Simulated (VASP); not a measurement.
Band structure of NbAl (relaxed from the NiAs type structure, space group P6_3/mmc). Method: PBE GGA, VASP's PBE PAW potentials (set 64) (plane waves; VASP).

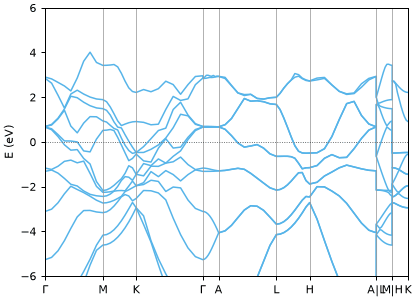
*Bands along high-symmetry lines, zero at the valence-band maximum or, without a gap, the Fermi level*

Read the plot: is there a gap, and where are the band edges?

It has no gap at this level: it comes out as a metal or semimetal. (Edges off the drawn lines would not show.)

The structure was generated: NbAl was put into the NiAs type type (P6_3/mmc), which need not be its known phase. It was relaxed first, which changed the volume by -38 %.
